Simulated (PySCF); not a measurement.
## Geometry relaxation, with input and output: HF2 (charge −1)

The run: geometry relaxation of HF2, charge −1. Method and program: PBE0-D3(BJ)/def2-TZVPD geometry optimisation, gas phase (PySCF 2.14.0).

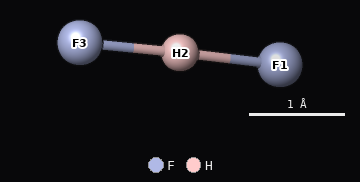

Figure 1. The structure as given in the input (ball-and-stick view, seen at a tilt; atoms are numbered from 1 in the order of the input). Bond lengths as drawn: F–H 1.15 to 1.16 Å.

The input
```
{"job": {"xc": "PBE0", "basis": "def2-TZVPD", "d3": "d3bj", "grid": 3, "kind": "geom", "shake": 0.01}, "charge": -1, "multiplicity": 1, "parts": [{"atoms": "0-1", "charge": 0, "multiplicity": 1}, {"atoms": "2-2", "charge": -1, "multiplicity": 1}]}
F      0.393636     0.049737     0.053798
H     -0.657037    -0.334230    -0.246878
F     -1.696842    -0.737068    -0.547732
```

The first line tells a small driver script what to run in PySCF; the rest is the geometry in Å.

Run as:
```bash
OMP_NUM_THREADS=1 python <driver script> task.json out
```

Output
```
step   0  E = -200.26498443  max force = 0.006640
step   1  E = -200.26505946  max force = 0.004255
step   2  E = -200.26517450  max force = 0.000647
step   3  E = -200.26517797  max force = 0.000091
optimisation converged
```

Trajectory as extended XYZ (Å, eV, eV/Å), 4 frames, from step=0 to step=3
```
3
Properties=species:S:1:pos:R:3:forces:R:3 step=0 energy=-5449.48780
F     0.3936    0.0497    0.0538   -0.3415  -0.0915  -0.0926
H    -0.6570   -0.3342   -0.2469    0.0335  -0.0618  -0.0010
F    -1.6968   -0.7371   -0.5477    0.3079   0.1533   0.0936
3
Properties=species:S:1:pos:R:3:forces:R:3 step=1 energy=-5449.48984
F     0.1533   -0.5444    0.5211    0.2188  -0.0662   0.2097
H    -0.6534   -0.3430   -0.2467   -0.0024   0.0228  -0.0046
F    -1.4601   -0.1341   -1.0152   -0.2164   0.0434  -0.2052
3
Properties=species:S:1:pos:R:3:forces:R:3 step=2 energy=-5449.49297
F     0.1621   -0.5466    0.5292   -0.0319   0.0005  -0.0292
H    -0.6533   -0.3423   -0.2467   -0.0014   0.0167  -0.0030
F    -1.4690   -0.1326   -1.0233    0.0333  -0.0172   0.0322
3
Properties=species:S:1:pos:R:3:forces:R:3 step=3 energy=-5449.49306
F     0.1609   -0.5470    0.5282   -0.0005  -0.0014   0.0000
H    -0.6532   -0.3410   -0.2467   -0.0017   0.0047  -0.0021
F    -1.4679   -0.1335   -1.0223    0.0022  -0.0033   0.0021
```

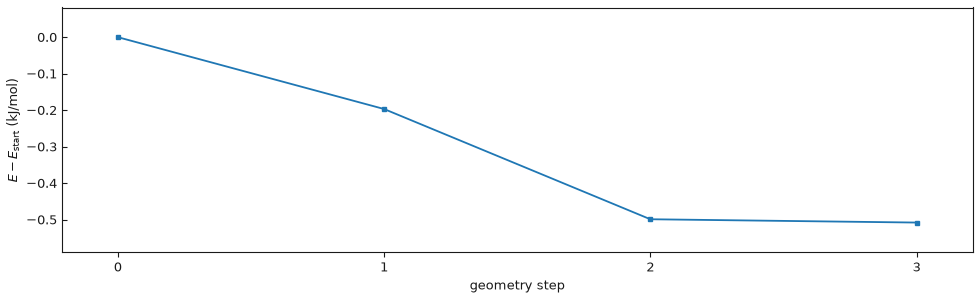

Figure 2. Progress of the relaxation, step by step (steps are counted from 0). F1 moves most after the best rigid fit: 0.014 Å. By element the largest moves are F 0.014 Å, H 0.007 Å. Among the contacts that change: F1–H2 1.158 → 1.143 Å, H2–F3 1.155 → 1.144 Å. The energy falls by 0.51 kJ/mol in 3 geometry steps. Largest force component: 0.34 eV/Å at the start, 0.0047 eV/Å at the end. (Atoms are counted from 1 in the order of the input.)

Results in brief

```csv
quantity,value
outcome,converged
total energy,−200.265178 hartree
point group,Dinfh
hardware,"1 CPU thread, shared host"
wall time,5.1 s
peak memory,0.35 GiB
```
